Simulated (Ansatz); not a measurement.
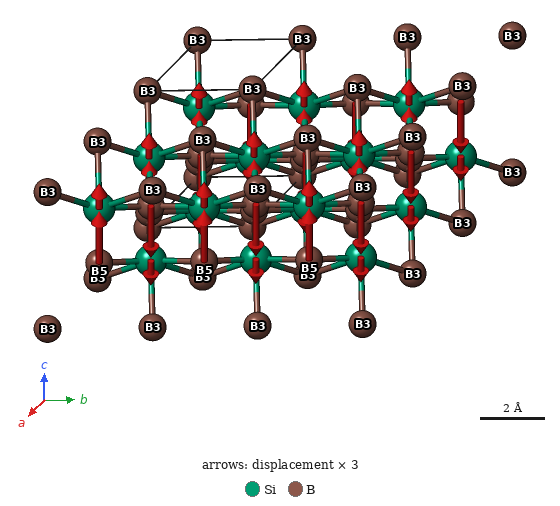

A relaxation of a crystal of Si2B3 (built on the A-type sesquioxide_164 type) (coarse preliminary run). The starting structure is drawn; red arrows show the displacements (the part carried along by the change of the cell is left out), 3 times their true length.

Style: ball-and-stick. Shown: the cell of the calculation, repeated 3 × 3 × 1 with one cell outlined, from a free direction.

Case: A-type sesquioxide type (P-3m1, No. 164).

These are results of DFT r2SCAN, scalar-relativistic, plane waves, PAW in Ansatz 0.2.0, not measurements.

Input file:
```yaml
crystal:
  lattice:
    - [3.2929570163, 0.0, 0.0]
    - [-1.6464785082, 2.8517844297, 0.0]
    - [0.0, 0.0, 5.1233062208]
  atoms:
    - { symbol: Si, position: [0.3333333333, 0.6666666667, 0.245] }
    - { symbol: Si, position: [0.6666666667, 0.3333333333, 0.755] }
    - { symbol: B, position: [0.0, 0.0, 0.0] }
    - { symbol: B, position: [0.3333333333, 0.6666666667, 0.645] }
    - { symbol: B, position: [0.6666666667, 0.3333333333, 0.355] }
basis:
  ecutwfc: 500
kpoints:
  mp_grid: { grid: [6, 6, 4] }
hamiltonian:
  xc: r2scan
scf:
  occupations: { method: gaussian, width: 0.1 }
  lower_state_search: "off"
output:
  forces: true
  stress: true
  eigenvalues: true
relax:
  adjacent_minimum: "off"
  f_tol: 0.04
  max_steps: 70
  cell: { stress_tol: 0.4 }
```

Command:
```bash
ansatz run input.yaml --threads 1 --pin off --max-ram 2560MiB --backend cpu --events-out ev --progress --plain --runs-dir out
```

Atoms of which element are displaced furthest, and by how much?

Boron: up to 0.65 Å, against 0.31 Å for silicon.

Describe the change and its energy.

The largest moves relative to the cell, 0.65 Å, are those of B4 and B5. B4 goes along −c. Largest moves by element: B 0.65 Å, Si 0.31 Å. The volume changes by −3.6 %, with a = b 3.293 → 3.058 Å (−7.1 %), c 5.123 → 5.727 Å (+11.8 %). Some distances before and after: B4–B5 2.413 → 1.802 Å, Si1–B5 1.983 → 2.379 Å, Si1–Si2 3.149 → 2.805 Å, Si1–B3 2.278 → 2.075 Å. Bond angles that change, for instance: Si1–B5–Si1 112.3° → 80.0°, Si1–B5–Si2 106.5° → 132.1°, Si1–B3–Si2 87.4° → 85.0°. The space group stays P-3m1 (No. 164). Over 8 accepted moves (9 points after the start) the energy falls by 814 meV per atom. The largest force component goes from 2.4 to 0.0037 eV/Å. Pressure: 16.86 GPa at the start and 0.03 GPa at the end. The SCF was repeated once at an unchanged geometry on a basis and grid sized afresh for the cell, which shifted the energy by 0.1 meV per atom at most.
